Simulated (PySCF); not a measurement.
C4H7N (charge +1, doublet)

The calculation's input:

```
{"job": {"kind": "sp", "xc": "wB97X", "basis": "ma-def2-TZVP", "d3": "d3bj", "grid": 2}, "charge": 1, "multiplicity": 2}
C      1.008701     1.532888     1.042942
C      0.941689     0.179747     0.703896
N      0.012683    -0.302859    -0.077996
C     -1.150809    -0.064542    -0.865389
C     -0.551611    -1.437063    -0.723582
H      0.275902     2.250230     0.662947
H      1.805417     1.888668     1.699522
H      1.675202    -0.541289     1.083581
H     -0.994546     0.491964    -1.797311
H     -2.064825     0.178728    -0.310306
H     -1.040055    -2.168650    -0.068442
H      0.029585    -1.854868    -1.554621
```

Launched as:

```sh
OMP_NUM_THREADS=1 python redox_run.py task.json out
```

Geometry: PBE0-D3(BJ)/def2-SVP.

The calculation used DFT single point, gas phase, functional wB97X in PySCF 2.14.0, density-fitted response routines.

Question: What can the converged electron density, electron localisation function and spin density tell about the bonding?

Answer: C–N (1.31 Å): ρ is about 2.6 e/Å³ halfway; the ELF peaks at about 0.90 between the atoms (a covalent bond).
C–C (1.40 Å): ρ at the midpoint is about 2.1 e/Å³; the ELF peaks at about 0.95 between the atoms: localised, covalent bonding.
C–H (1.09 Å): ρ at the midpoint is about 2.1 e/Å³; the ELF climbs to about 1 towards the hydrogen, as it does in any bond to H (an ordinary covalent bond to hydrogen).
C–N (1.42 Å): ρ is about 2 e/Å³ halfway, with its minimum of 1.8 e/Å³ about 0.5 Å from C; the ELF peaks at about 0.85 between the atoms: a covalent bond.
The unpaired spin (1 electron) lies mostly on C1 (about 0.5) and N3 (about 0.3), in electrons by Hirshfeld's partition.

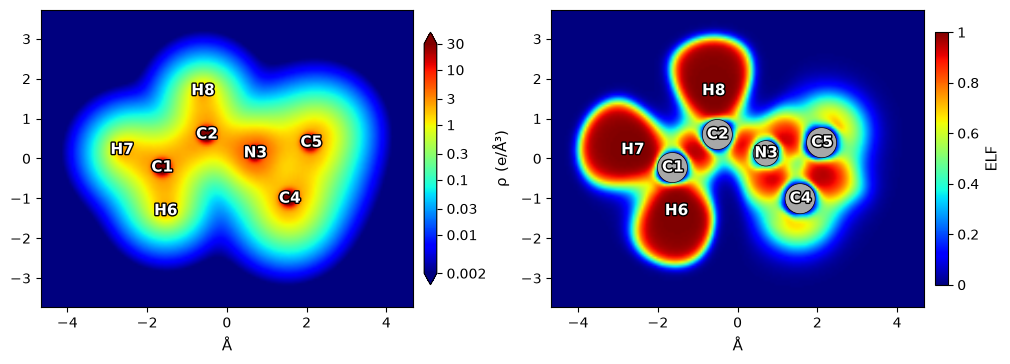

Computed electron density and electron localisation function on the plane of atoms N3, C5 and C4, in this order. Grey discs cover the atomic cores in the ELF map. 
